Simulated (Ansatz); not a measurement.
# AlBH$_{4}$O$_{3}$···HF: what the fields show

Input file:

```
crystal:
  periodic: [false, false, false]
  atoms:
    - { symbol: B, position_ang: [0.137718, 0.437372, -0.015111] }
    - { symbol: F, position_ang: [-0.250555, -1.143224, 1.918732] }
    - { symbol: O, position_ang: [1.090212, -0.459941, -0.424954] }
    - { symbol: H, position_ang: [0.788829, -1.093509, -1.081163] }
    - { symbol: O, position_ang: [-1.124768, 0.54686, -0.522108] }
    - { symbol: H, position_ang: [-1.361324, -0.130709, -1.160144] }
    - { symbol: O, position_ang: [0.527274, 1.315099, 0.974979] }
    - { symbol: Al, position_ang: [0.673075, 2.617541, 2.048001] }
    - { symbol: H, position_ang: [0.875027, 2.241435, 3.573982] }
    - { symbol: H, position_ang: [0.688019, 4.091846, 1.478307] }
    - { symbol: H, position_ang: [0.555893, -0.689069, 1.895878] }
basis:
  gaussian: { orbitals: def2-SVP }
hamiltonian:
  xc: pbe0
  dispersion: d4
relax:
  f_tol: 0.03
  max_steps: 50
output:
  orbitals: {}
```

Command:

```sh
ansatz run input.yaml --threads 4 --pin off --max-ram 5120MiB --backend cpu --events-out ev --progress --plain --runs-dir out
```

The fields are those of the run's last geometry, not of the input's.

All numbers below come from RKS PBE0-D4/def2-SVP in Ansatz.

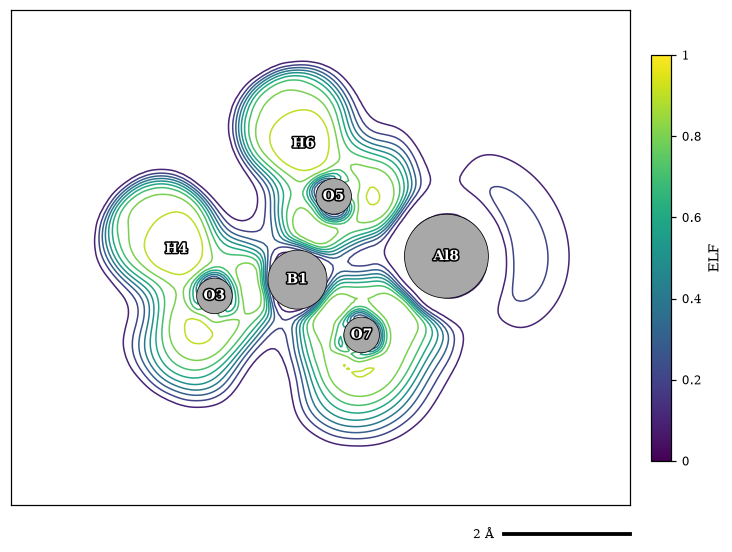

Figure 1. ELF on the plane of atoms B1, Al8 and O7. Grey discs cover the atomic cores.

Describe what can be read from this map.

- The section cuts through B, O, H and Al sites.
- B–O (1.34 Å): the ELF peaks at about 0.90 between the atoms, as expected for a short, strongly polar bond.
- Al–O (1.83 Å): the ELF peaks at about 0.85 in the valence shell of O, 0.7 Å from its nucleus, and is about 0.50 at the midpoint.
- Al–B (2.38 Å): the ELF is about 0.25 at the midpoint.
- B–O (1.44 Å): the ELF peaks at about 0.90 between the atoms (a shared but strongly polarised pair).
- Al–O (2.02 Å): the ELF peaks at about 0.85 in the valence shell of O, 0.6 Å from its nucleus, and is about 0.30 at the midpoint.
- The ELF also peaks beside O7 and O3, away from the bonds: lone-pair regions.

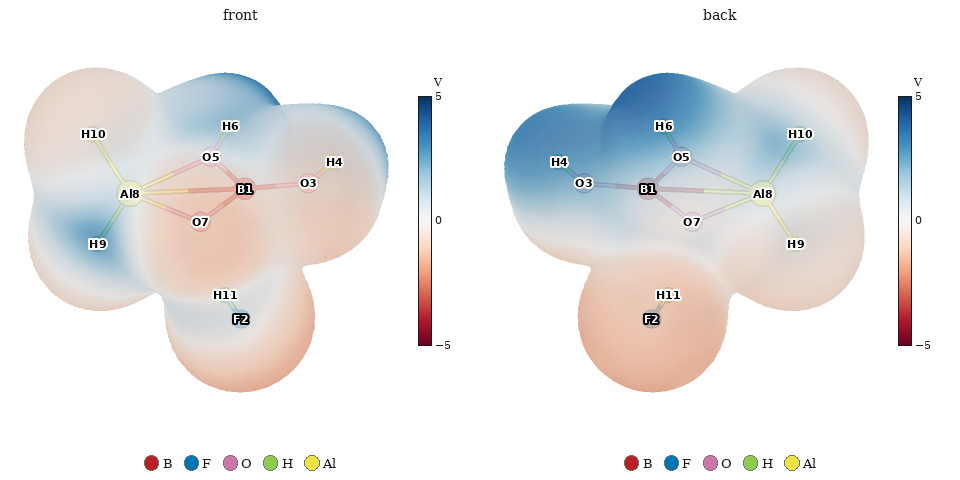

Figure 2. The molecular electrostatic potential painted on the density surface at 0.002 e/bohr³, seen from the front and from behind; red is negative and blue positive.

Where is the surface potential most negative and most positive?

The most negative region (about −1.6 V) lies over F2, the most positive (about +4.0 V) over H6.

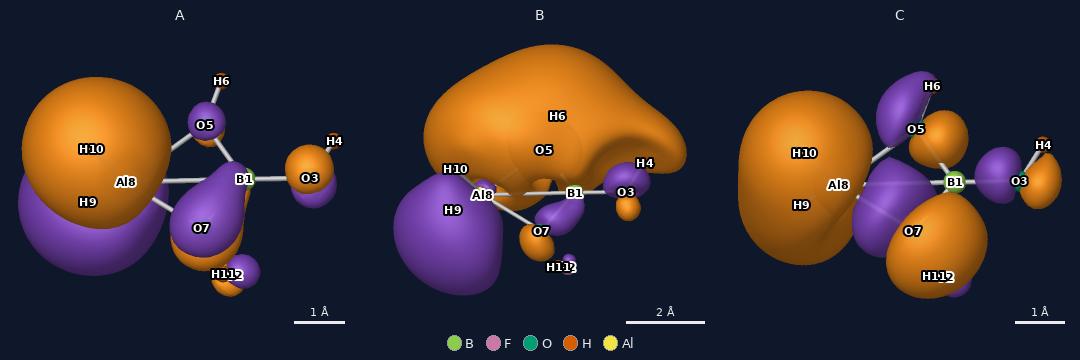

Figure 3. Three frontier orbitals at ±0.06 Å⁻³ᐟ² (orange and purple are the two phases), in no order.

Which picture is the HOMO−1, the HOMO and the LUMO?

C is the HOMO−1 (−9.64 eV). Its weight (Hirshfeld) is mainly on O7 (about 30 %), Al8 (about 30 %), H10 (about 15 %) and H9 (about 15 %). A is the HOMO (−8.09 eV). By Hirshfeld shares it lies mainly on Al8 (about 30 %), H10 (about 30 %) and H9 (about 30 %). B is the LUMO (−0.21 eV). By Hirshfeld shares it lies mainly on Al8 (about 40 %), H6 (about 20 %), O5 (about 15 %) and B1 (about 5 %).

What is the HOMO–LUMO gap?

7.88 eV between the orbital energies.
